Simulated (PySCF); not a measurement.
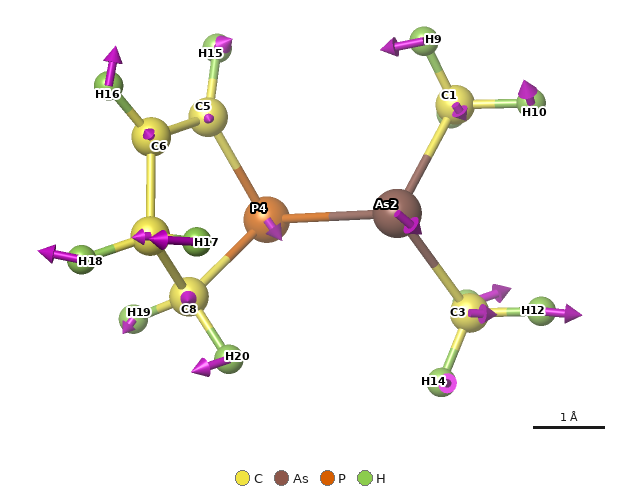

This is a relaxation of C₆H₁₂AsP. The starting structure is drawn; purple arrows show the displacements, magnified 10 times. The two geometries are superimposed by the best rigid fit.

Style: ball-and-stick. Shown at a tilt.

The start comes from GFN2-xTB. Its atoms were then displaced at random by about 0.01 Å.

Level of theory: PBE0-D3(BJ)/def2-SVP geometry optimisation, gas phase (PySCF). 

Which element moves most?

Hydrogen: up to 0.083 Å, against 0.055 Å for arsenic.

Describe the change and its energy.

An H atom moves most after the best rigid fit: 0.083 Å. Largest moves by element: H 0.083 Å, As 0.055 Å, C 0.045 Å, P 0.038 Å. Some distances before and after: C–H 1.056 → 1.099 Å, C–P 1.802 → 1.834 Å, C–H 1.078 → 1.103 Å, As–C 1.993 → 1.972 Å. Among the angles between lasting bonds that change: H–C–H 111.9° → 109.5°, H–C–H 109.5° → 107.1°, C–C–H 118.4° → 120.8°. After 5 geometry steps the energy has fallen by 3.20 kcal/mol.
